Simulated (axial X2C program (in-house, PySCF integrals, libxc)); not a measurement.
# SiMg⁻: bond curves with and without spin–orbit coupling

Aim: find the lowest determinant of SiMg⁻, scan the bond at several levels and fit the constants, once spin-free and once with spin–orbit coupling.

Computed with an in-house X2C program for linear molecules on PySCF integrals. Level: all-electron X2C, Si dyall-av3z, Mg dyall-av3z.

All values are calculated.

### Step 1. Input

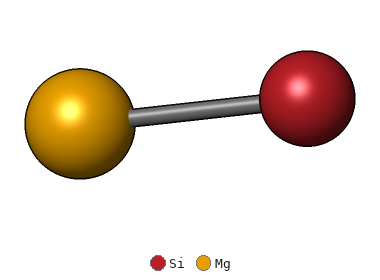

The two atoms at 2.550 Å (silicon red, magnesium amber).

Input file task.json:

```json
{
 "zs": [
  14,
  12
 ],
 "q": -1,
 "bas": [
  "dyall-av3z",
  "dyall-av3z"
 ],
 "levels": [
  "PBE0",
  "HF",
  "BHandHLYP"
 ],
 "cc": true,
 "r0": 2.55,
 "thr": -2.0,
 "nmax": 90,
 "npts": 10,
 "nst": 2,
 "ntry": 6
}
```

Keys: zs atomic numbers; q charge; bas basis sets; levels methods (HF also brings MP2); cc coupled cluster on or off; r0 starting distance in Å; thr threshold in hartree for freezing inner shells (an s shell follows its p shell); nmax most natural virtual spinors; npts points asked for on the curve; nst determinants followed; ntry starts of the search.

Launch:

```sh
$ python so2c.py task.json out
```

Spin-free means the one-electron spin-free X2C Hamiltonian; two-component (2c) means X2C with spin–orbit coupling and atomic mean-field two-electron Coulomb and Gaunt terms. Basis: Si dyall-av3z contracted to [9s8p3d2f], Mg dyall-av3z contracted to [10s9p6d4f]; Gaussian nuclei, density fitting. Masses: Si 27.977 u, Mg 23.985 u.

Notation: σ, π±, δ± give the projection m of an orbital's angular momentum (0, ±1, ±2), α and β its spin, Λ and M_S the sums; ω is the projection of a spinor's total angular momentum and Ω the sum. Logs are in hartree.

The results follow Hamiltonian by Hamiltonian and level by level.

### Step 2. Search for the lowest determinant

PBE0 moves the distance from 2.550 Å to 2.686 Å and compares determinants there.

Spin-free determinants:

```tsv
ΔE (eV)	state	open shells
0.00	M_S = 3/2, Λ = 0	beyond closed shells: σα, π+α, π-α
0.21	M_S = 1/2, Λ = 0	beyond closed shells: σβ, π+α, π-α
0.80	M_S = 1/2, Λ = 0	beyond closed shells: σα, π+β, π-α
0.80	M_S = 1/2, Λ = 2	beyond closed shells: σα, π+α, π+β
0.84	M_S = 1/2, Λ = 1	beyond closed shells: π+α, π+β, π-α
1.37	M_S = 1/2, Λ = 1	beyond closed shells: π+α
1.46	M_S = 3/2, Λ = 1	beyond closed shells: 2 × π+α, π-α
```

Two-component determinants:

```json
{"ΔE (eV)": "0.00", "state": "Ω = 3/2", "open shells": "excess of +ω over −ω: ω = 3/2"}
{"ΔE (eV)": "0.21", "state": "Ω = 1/2", "open shells": "excess of +ω over −ω: 2 × ω = -1/2, ω = 3/2"}
{"ΔE (eV)": "0.78", "state": "Ω = 1/2", "open shells": "excess of +ω over −ω: ω = 1/2"}
{"ΔE (eV)": "0.80", "state": "Ω = 5/2", "open shells": "excess of +ω over −ω: 2 × ω = 1/2, ω = 3/2"}
{"ΔE (eV)": "0.81", "state": "Ω = 1/2", "open shells": "excess of +ω over −ω: ω = 1/2"}
{"ΔE (eV)": "1.47", "state": "Ω = 5/2", "open shells": "excess of +ω over −ω: ω = -1/2, 2 × ω = 3/2"}
{"ΔE (eV)": "2.18", "state": "Ω = 7/2", "open shells": "excess of +ω over −ω: ω = 1/2, 2 × ω = 3/2"}
```

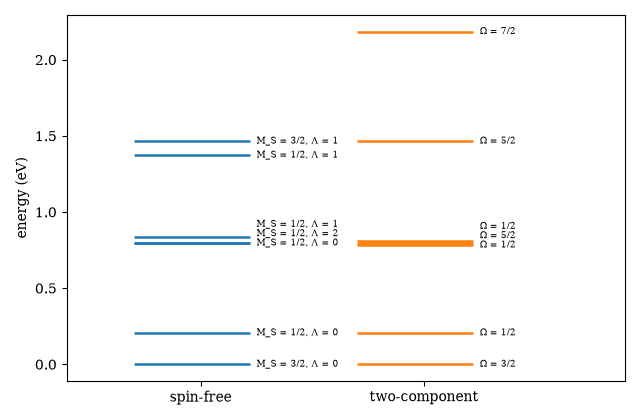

The determinants found, each set from its own lowest.

### Step 3. PBE0, spin-free

State followed: M_S = 3/2, Λ = 0 (beyond closed shells: σα, π+α, π-α). The scan is laid around 2.686 Å, a first estimate of the minimum, and this SCF restarts from the orbitals of the search.

The SCF at the reference distance of 2.686 Å:

```text
spin-free X2C-1e  PBE0
basis functions 157  fitting functions 692  grid points 4362
iter        total energy     max residual
   1       -490.240336379     6.78e-06
   2       -490.240336386     3.79e-06
   3       -490.240336388     2.66e-06
converged
one-electron -752.59235945  Coulomb 266.60047131  exact exchange -9.13204266  xc functional -28.21460791  nuclear repulsion 33.09820232
```

Along the bond, energies from the lowest point:

```csv
R (Å),E (eV),μ (D),HOMO (eV),LUMO (eV),iterations
2.337,0.2764,-1.14,0.20,1.89,14
2.444,0.1097,-0.97,0.14,1.89,14
2.525,0.0414,-0.86,0.11,1.90,14
2.605,0.0078,-0.73,0.07,1.90,14
2.686,0.0000,-0.61,0.04,1.90,3
2.780,0.0140,-0.44,0.00,1.90,13
2.874,0.0444,-0.25,-0.04,1.90,13
2.995,0.0985,0.02,-0.08,1.89,13
3.143,0.1754,0.42,-0.13,1.89,13
3.357,0.2914,1.07,-0.18,1.87,14
```

Dipoles are positive if Mg is the positive end and refer to the centre of mass.

Outer orbitals at the reference distance:

```
symmetry  occupied  ε (eV)              atomic character
      σα       yes   -7.79   71% Si s, 11% Mg p, 7% Mg s
      σβ       yes   -5.54  70% Si s, 10% Mg p, 10% Mg s
      σα       yes   -2.03   52% Si p, 39% Mg s, 4% Si s
      σβ       yes   -1.00   50% Mg s, 35% Si p, 6% Si s
     π+α       yes   -0.63   77% Si p, 12% Mg p, 6% Mg d
     π-α       yes   -0.63   77% Si p, 12% Mg p, 6% Mg d
      σα       yes    0.04  36% Mg p, 28% Si p, 28% Mg s
      σα        no    1.90             90% Mg p, 9% Mg s
     π-α        no    1.95                      97% Mg p
     π+α        no    1.95                      97% Mg p
      σβ        no    2.04  45% Mg p, 38% Mg s, 15% Si p
```

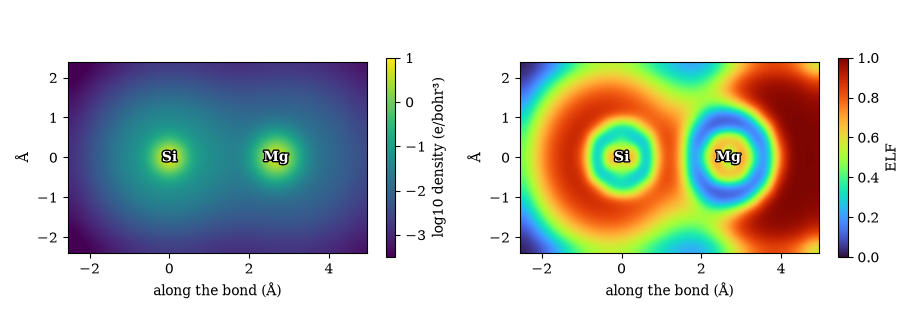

PBE0 fields in a plane through the axis, from a grid of 0.3 Å; Si lies at z = 0 and Mg at z = 2.686 Å; the ELF is damped to zero where the density is low.

Re = 2.675 Å, ωe = 249.6 cm⁻¹, ωexe = 2.52 cm⁻¹, Be = 0.1824 cm⁻¹, De = 1.03 eV, μ = -0.62 D.

### Step 4. HF, spin-free

Output at 2.686 Å:

```text
spin-free X2C-1e  HF
basis functions 157  fitting functions 692  grid points 4362
iter        total energy     max residual
   1       -489.421856467     5.98e-02
   2       -489.433753585     3.79e-03
   3       -489.434832865     1.87e-03
   4       -489.435278210     1.04e-03
   5       -489.435530704     8.18e-04
   6       -489.435615637     5.85e-04
   7       -489.435659609     3.58e-04
   8       -489.435686089     1.59e-04
   9       -489.435693330     5.81e-05
  10       -489.435693790     3.01e-05
  11       -489.435693833     1.36e-05
  12       -489.435693843     4.19e-06
  13       -489.435693846     7.99e-07
  14       -489.435693846     4.69e-07
converged
one-electron -752.31054339  Coulomb 266.36564236  exact exchange -36.58899514  xc functional 0.00000000  nuclear repulsion 33.09820232
```

Re = 2.874 Å, ωe = 182.2 cm⁻¹, ωexe = 2.15 cm⁻¹, Be = 0.1581 cm⁻¹, De = 0.576 eV, μ = -1.15 D.

### Step 5. BHandHLYP, spin-free

Output at 2.686 Å:

```text
spin-free X2C-1e  BHandHLYP
basis functions 157  fitting functions 692  grid points 4362
iter        total energy     max residual
   1       -490.455959001     1.63e-02
   2       -490.457049697     1.84e-03
   3       -490.457136169     8.70e-04
   4       -490.457161843     3.23e-04
   5       -490.457175539     1.81e-04
   6       -490.457179642     9.82e-05
   7       -490.457181233     3.77e-05
   8       -490.457181480     1.03e-05
   9       -490.457181515     3.03e-06
  10       -490.457181515     7.60e-07
converged
one-electron -752.75846932  Coulomb 266.79185682  exact exchange -18.27879814  xc functional -19.30997320  nuclear repulsion 33.09820232
```

Re = 2.707 Å, ωe = 229.8 cm⁻¹, ωexe = 2.65 cm⁻¹, Be = 0.1782 cm⁻¹, De = 0.820 eV, μ = -0.51 D.

### Step 6. MP2 and beyond, spin-free

Correlated methods: 7 electrons correlated (frozen shells, counted by type: Si 2 s, 1 p; Mg 2 s, 1 p), 277 virtual spinors in MP2, 90 natural virtuals in coupled cluster.

Output of the correlated part at 2.686 Å:

```text
correlated 7  virtual 277  natural virtual 90  E(MP2) -0.112858581  MP2 remainder -0.003092394
iter   CCSD correlation   residual
   1     -0.126871947   1.44e-01
   2     -0.133792728   6.38e-02
   3     -0.134731198   2.45e-02
   4     -0.135011181   1.17e-02
   5     -0.135047514   6.30e-03
   6     -0.135112867   3.24e-03
   7     -0.135135026   1.25e-03
   8     -0.135130052   5.32e-04
   9     -0.135129797   2.23e-04
  10     -0.135129943   9.95e-05
  11     -0.135130747   4.19e-05
  12     -0.135131048   1.94e-05
  13     -0.135131150   8.71e-06
  14     -0.135131198   3.99e-06
  15     -0.135131244   2.30e-06
  16     -0.135131270   1.18e-06
  17     -0.135131275   6.25e-07
(T) -0.007876349  T1 0.0467  D1 0.0806  max T2 0.099
```

T1 in the output is the amplitude norm over the root of the electron number; divide by √2 for the Lee–Taylor value.

MP2: Re = 2.721 Å, ωe = 225.4 cm⁻¹, Be = 0.1764 cm⁻¹, De = 0.862 eV.

CCSD: Re = 2.736 Å, ωe = 223.8 cm⁻¹, ωexe = 2.4 cm⁻¹, Be = 0.1744 cm⁻¹, De = 0.854 eV. T1 at Re = 0.032 (Lee–Taylor, the printed value over √2).

CCSD(T): Re = 2.708 Å, ωe = 236.7 cm⁻¹, ωexe = 2.48 cm⁻¹, Be = 0.178 cm⁻¹, De = 0.937 eV. T1 at Re = 0.033 (Lee–Taylor, the printed value over √2).

### Step 7. A higher determinant, spin-free

State: M_S = 1/2, Λ = 0 (beyond closed shells: σβ, π+α, π-α).

Output at the reference distance:

```text
spin-free X2C-1e  PBE0
basis functions 157  fitting functions 692  grid points 4362
iter        total energy     max residual
   1       -490.232763499     5.19e-06
   2       -490.232763501     4.15e-06
   3       -490.232763502     1.69e-06
converged
one-electron -752.53469449  Coulomb 266.54171199  exact exchange -9.12932100  xc functional -28.20866232  nuclear repulsion 33.09820232
```

```csv
R (Å),E above the lowest PBE0 point (eV)
2.337,0.430
2.444,0.276
2.525,0.220
2.605,0.199
2.686,0.206
2.780,0.238
2.874,0.287
2.995,0.365
3.143,0.468
```

Re = 2.622 Å, ωe = 285.6 cm⁻¹, ωexe = 2.46 cm⁻¹, Be = 0.1899 cm⁻¹, μ = -0.35 D. ⟨S²⟩ = 1.78 against 0.75 for a pure state, so this determinant mixes spins. Te = 0.20 eV.

### Step 8. The spin-free curves together

Energy (eV) of the followed determinant, spin-free, from each level's lowest point:

```csv
R (Å),PBE0,HF,MP2,CCSD,CCSD(T),BHandHLYP
2.337,0.276,0.483,0.309,n/a,n/a,0.298
2.444,0.110,0.263,0.135,0.153,0.135,0.127
2.525,0.041,0.155,0.059,0.070,0.058,0.054
2.605,0.008,0.082,0.017,0.022,0.016,0.014
2.686,0.000,0.036,0.000,0.001,0.000,0.000
2.780,0.014,0.008,0.002,0.000,0.006,0.006
2.874,0.044,0.000,0.022,0.017,0.029,0.027
2.995,0.099,0.010,0.062,0.054,0.074,0.069
3.143,0.175,0.041,0.125,n/a,n/a,0.132
3.357,0.291,0.102,0.223,n/a,n/a,0.228
```

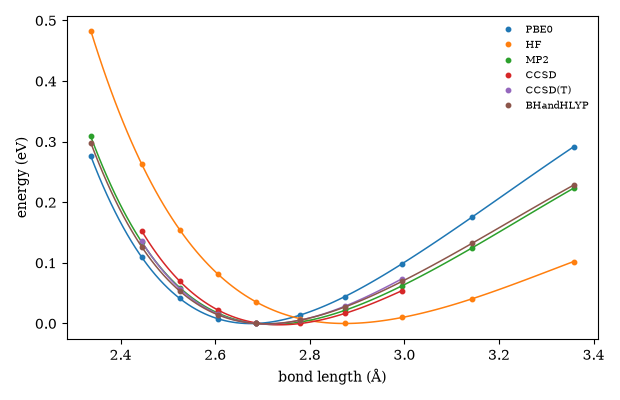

Curves of the followed state, spin-free, each from its own lowest point.

### Step 9. PBE0, 2c

State followed: Ω = 3/2 (excess of +ω over −ω: ω = 3/2). The scan is laid around 2.686 Å, a first estimate of the minimum, and this SCF restarts from the orbitals of the search.

The SCF at the reference distance of 2.686 Å:

```text
two-component X2C + atomic mean field  PBE0
basis functions 157  fitting functions 692  grid points 4362
iter        total energy     max residual
   1       -490.182627270     3.76e-05
   2       -490.182627206     5.17e-05
   3       -490.182627406     6.27e-06
   4       -490.182627411     3.59e-06
   5       -490.182627413     8.16e-07
   6       -490.182627414     3.83e-07
converged
one-electron -752.43670591  Coulomb 266.55353612  exact exchange -9.13040140  xc functional -28.20950468  nuclear repulsion 33.09820232  atomic mean-field constant -0.05775387
```

Along the bond, energies from the lowest point:

```csv
R (Å),E (eV),μ (D),HOMO (eV),LUMO (eV),iterations
2.337,0.8019,2.00,0.65,1.62,24
2.444,0.1099,-0.98,0.15,1.89,14
2.525,0.0415,-0.86,0.11,1.90,14
2.605,0.0079,-0.74,0.07,1.90,14
2.686,0.0000,-0.61,0.04,1.90,6
2.780,0.0139,-0.44,0.00,1.90,13
2.874,0.0443,-0.25,-0.04,1.90,13
2.995,0.0984,0.02,-0.08,1.89,13
3.143,0.1752,0.42,-0.13,1.89,13
3.357,0.2912,1.07,-0.18,1.87,14
```

Dipoles are positive if Mg is the positive end and refer to the centre of mass.

Outer spinors at the reference distance:

```json
{"ω": "1/2", "occupied": "yes", "ε (eV)": "-7.79", "atomic character": "71% Si s, 11% Mg p, 7% Mg s", "λ mixture": "100% σ"}
{"ω": "-1/2", "occupied": "yes", "ε (eV)": "-5.54", "atomic character": "70% Si s, 10% Mg p, 10% Mg s", "λ mixture": "100% σ"}
{"ω": "1/2", "occupied": "yes", "ε (eV)": "-2.03", "atomic character": "52% Si p, 39% Mg s, 4% Si s", "λ mixture": "100% σ"}
{"ω": "-1/2", "occupied": "yes", "ε (eV)": "-1.00", "atomic character": "50% Mg s, 35% Si p, 6% Si s", "λ mixture": "100% σ"}
{"ω": "-1/2", "occupied": "yes", "ε (eV)": "-0.64", "atomic character": "77% Si p, 12% Mg p, 6% Mg d", "λ mixture": "100% π"}
{"ω": "3/2", "occupied": "yes", "ε (eV)": "-0.63", "atomic character": "77% Si p, 12% Mg p, 6% Mg d", "λ mixture": "100% π"}
{"ω": "1/2", "occupied": "yes", "ε (eV)": "0.04", "atomic character": "36% Mg p, 28% Si p, 28% Mg s", "λ mixture": "100% σ"}
{"ω": "1/2", "occupied": "no", "ε (eV)": "1.90", "atomic character": "90% Mg p, 8% Mg s", "λ mixture": "100% σ"}
{"ω": "-1/2", "occupied": "no", "ε (eV)": "1.95", "atomic character": "97% Mg p", "λ mixture": "100% π"}
{"ω": "3/2", "occupied": "no", "ε (eV)": "1.95", "atomic character": "97% Mg p", "λ mixture": "100% π"}
{"ω": "-1/2", "occupied": "no", "ε (eV)": "2.04", "atomic character": "46% Mg p, 38% Mg s, 15% Si p", "λ mixture": "100% σ"}
```

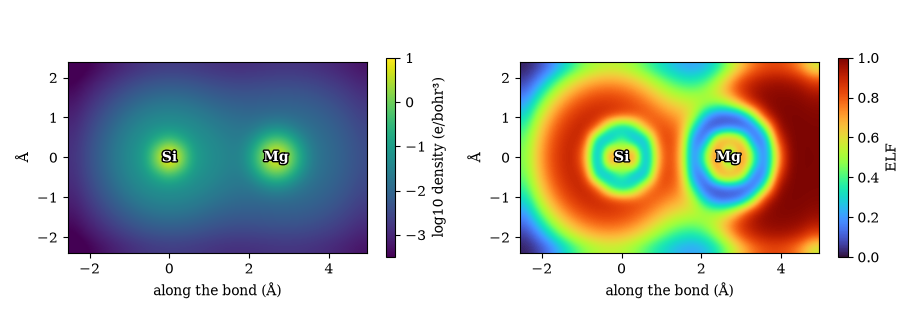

PBE0 fields in a plane through the axis, from a grid of 0.3 Å; Si lies at z = 0 and Mg at z = 2.686 Å; the ELF is damped to zero where the density is low.

No constants are quoted: the solution changes its character somewhere along the scan, so the fit is set aside.

### Step 10. HF, 2c

Output at 2.686 Å:

```text
two-component X2C + atomic mean field  HF
basis functions 157  fitting functions 692  grid points 4362
iter        total energy     max residual
   1       -489.364326936     5.98e-02
   2       -489.376219338     3.79e-03
   3       -489.377298021     1.88e-03
   4       -489.377742968     1.04e-03
   5       -489.377995059     8.17e-04
   6       -489.378079936     5.84e-04
   7       -489.378123862     3.58e-04
   8       -489.378150379     1.59e-04
   9       -489.378157726     5.81e-05
  10       -489.378158253     3.01e-05
  11       -489.378158350     1.46e-05
  12       -489.378158420     1.43e-05
  13       -489.378158490     1.39e-05
  14       -489.378158587     1.36e-05
  15       -489.378158848     1.30e-05
  16       -489.378159443     1.11e-05
  17       -489.378160279     6.99e-06
  18       -489.378160754     3.58e-06
  19       -489.378160817     2.65e-06
  20       -489.378160837     2.11e-06
  21       -489.378160843     1.42e-06
  22       -489.378160845     7.74e-07
  23       -489.378160845     4.25e-07
converged
one-electron -752.15419248  Coulomb 266.31808495  exact exchange -36.58250176  xc functional 0.00000000  nuclear repulsion 33.09820232  atomic mean-field constant -0.05775387
```

Re = 2.874 Å, ωe = 182.2 cm⁻¹, ωexe = 2.15 cm⁻¹, Be = 0.158 cm⁻¹, De = 0.575 eV, μ = -1.15 D.

### Step 11. BHandHLYP, 2c

The SCF at the reference distance of 2.686 Å:

```text
two-component X2C + atomic mean field  BHandHLYP
basis functions 157  fitting functions 692  grid points 4362
iter        total energy     max residual
   1       -490.398234810     1.63e-02
   2       -490.399325047     1.84e-03
   3       -490.399411356     8.69e-04
   4       -490.399436936     3.22e-04
   5       -490.399450573     1.80e-04
   6       -490.399454648     9.79e-05
   7       -490.399456231     3.77e-05
   8       -490.399456479     1.03e-05
   9       -490.399456514     3.03e-06
  10       -490.399456514     7.63e-07
converged
one-electron -752.60273811  Coulomb 266.74483074  exact exchange -18.27550655  xc functional -19.30649105  nuclear repulsion 33.09820232  atomic mean-field constant -0.05775387
```

Re = 2.707 Å, ωe = 229.7 cm⁻¹, ωexe = 2.65 cm⁻¹, Be = 0.1781 cm⁻¹, De = 0.820 eV, μ = -0.51 D.

### Step 12. Correlated methods, 2c

Correlated methods: 7 electrons correlated (frozen shells, counted by type: Si 2 s, 1 p; Mg 2 s, 1 p), 277 virtual spinors in MP2, 90 natural virtuals in coupled cluster.

Output of the correlated part at 2.686 Å:

```text
correlated 7  virtual 277  natural virtual 90  E(MP2) -0.112797840  MP2 remainder -0.003089501
iter   CCSD correlation   residual
   1     -0.126813474   1.44e-01
   2     -0.133745762   6.40e-02
   3     -0.134695981   2.47e-02
   4     -0.134984598   1.19e-02
   5     -0.135025710   6.43e-03
   6     -0.135094357   3.32e-03
   7     -0.135117489   1.33e-03
   8     -0.135112653   6.32e-04
   9     -0.135112326   3.43e-04
  10     -0.135112368   2.25e-04
  11     -0.135113794   1.52e-04
  12     -0.135114353   1.04e-04
  13     -0.135114506   6.11e-05
  14     -0.135114570   3.20e-05
  15     -0.135114757   1.69e-05
  16     -0.135114851   8.59e-06
  17     -0.135114885   5.03e-06
  18     -0.135114908   3.04e-06
  19     -0.135114927   1.54e-06
(T) -0.007876667  T1 0.0477  D1 0.0824  max T2 0.099
```

MP2: Re = 2.722 Å, ωe = 223.6 cm⁻¹, Be = 0.1762 cm⁻¹, De = 0.861 eV.

CCSD: Re = 2.737 Å, ωe = 223.3 cm⁻¹, ωexe = 2.36 cm⁻¹, Be = 0.1743 cm⁻¹, De = 0.853 eV. T1 at Re = 0.033 (Lee–Taylor, the printed value over √2).

CCSD(T): Re = 2.709 Å, ωe = 236.3 cm⁻¹, ωexe = 2.46 cm⁻¹, Be = 0.1779 cm⁻¹, De = 0.937 eV. T1 at Re = 0.033 (Lee–Taylor, the printed value over √2).

### Step 13. A higher determinant, 2c

State: Ω = 1/2 (excess of +ω over −ω: 2 × ω = -1/2, ω = 3/2).

Output at the reference distance:

```text
two-component X2C + atomic mean field  PBE0
basis functions 157  fitting functions 692  grid points 4362
iter        total energy     max residual
   1       -490.175052513     4.17e-05
   2       -490.175052383     5.90e-05
   3       -490.175052640     1.71e-06
   4       -490.175052641     8.48e-07
converged
one-electron -752.37894695  Coulomb 266.49468047  exact exchange -9.12767904  xc functional -28.20355556  nuclear repulsion 33.09820232  atomic mean-field constant -0.05775387
```

```csv
R (Å),E above the lowest PBE0 point (eV)
2.337,0.431
2.444,0.276
2.525,0.220
2.605,0.199
2.686,0.206
2.780,0.238
2.874,0.287
2.995,0.365
3.143,0.467
```

Re = 2.622 Å, ωe = 285.5 cm⁻¹, ωexe = 2.46 cm⁻¹, Be = 0.1899 cm⁻¹, μ = -0.35 D.

### Step 14. The 2c curves together

Energy (eV) of the followed determinant, 2c, from each level's lowest point:

```csv
R (Å),PBE0 (jumps),HF,MP2,CCSD,CCSD(T),BHandHLYP
2.337,0.802,0.484,0.308,n/a,n/a,0.299
2.444,0.110,0.264,0.135,0.153,0.136,0.127
2.525,0.042,0.155,0.059,0.070,0.058,0.054
2.605,0.008,0.082,0.017,0.023,0.016,0.014
2.686,0.000,0.036,0.000,0.001,0.000,0.000
2.780,0.014,0.008,0.002,0.000,0.005,0.006
2.874,0.044,0.000,0.021,0.016,0.028,0.027
2.995,0.098,0.010,0.061,0.054,0.073,0.069
3.143,0.175,0.041,0.123,n/a,n/a,0.132
3.357,0.291,0.102,0.222,n/a,n/a,0.228
```

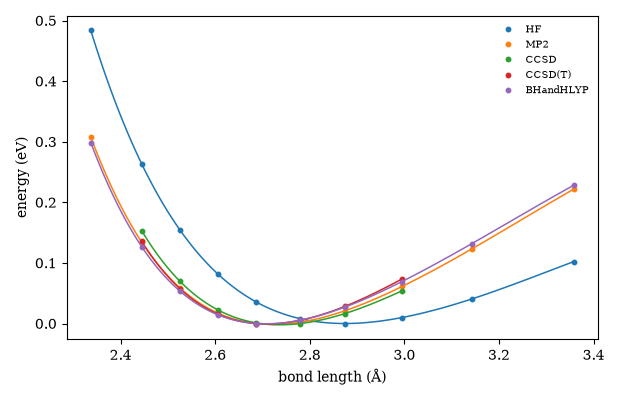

Curves of the followed state, 2c, each from its own lowest point. Left out: PBE0.

Time for the job: 2.3 min (1 thread of Intel Xeon Platinum 8488C (Sapphire Rapids), shared host).

### Step 15. Constants

Lowest determinant that the search found at its distance, spin-free: M_S = 3/2, Λ = 0 (beyond closed shells: σα, π+α, π-α).

Lowest determinant that the search found at its distance, 2c: Ω = 3/2 (excess of +ω over −ω: ω = 3/2).

```
Hamiltonian      level  Re (Å)  ωe (cm⁻¹)  De (eV)  μ (D)
  spin-free       PBE0   2.675      249.6     1.03  -0.62
  spin-free         HF   2.874      182.2    0.576  -1.15
  spin-free        MP2   2.721      225.4    0.862    n/a
  spin-free       CCSD   2.736      223.8    0.854    n/a
  spin-free    CCSD(T)   2.708      236.7    0.937    n/a
  spin-free  BHandHLYP   2.707      229.8    0.820  -0.51
         2c         HF   2.874      182.2    0.575  -1.15
         2c        MP2   2.722      223.6    0.861    n/a
         2c       CCSD   2.737      223.3    0.853    n/a
         2c    CCSD(T)   2.709      236.3    0.937    n/a
         2c  BHandHLYP   2.707      229.7    0.820  -0.51
```

Dipoles are positive if Mg is the positive end and refer to the centre of mass. No constants: 2c PBE0 (the solution changes its character somewhere along the scan, so the fit is set aside).

Time per point (s) on 1 thread of Intel Xeon Platinum 8488C (Sapphire Rapids), shared host (2c runs; CCSD comes with the CCSD(T) run); the times are rough: HF 0.48, MP2 0.6, CCSD(T) 4.8, BHandHLYP 0.61.

**Reading.** At CCSD(T), going from spin-free to two-component changes Re by 0 mÅ, ωe by -0.2 %, which is small (part of it comes from the scalar share of the two-electron terms). De moves by 0.00 eV; both De rest on single-determinant atoms, which can miss part of an open shell's spin–orbit lowering.

De refers to Si- + Mg, each in the lowest determinant found, which need not be this curve's own limit. The state is a single determinant with fixed occupations, the lowest that a limited PBE0 search found. Dissociation energies refer to the lowest single-determinant-based atoms at the same level and basis. Density functionals use the spin component along the axis (collinear). CCSD and (T) use frozen natural virtuals with an MP2 correction for the truncation. With several unpaired electrons one determinant need not be a pure state. T1 at Re is 0.033 (Lee–Taylor), above the customary mark of 0.02.
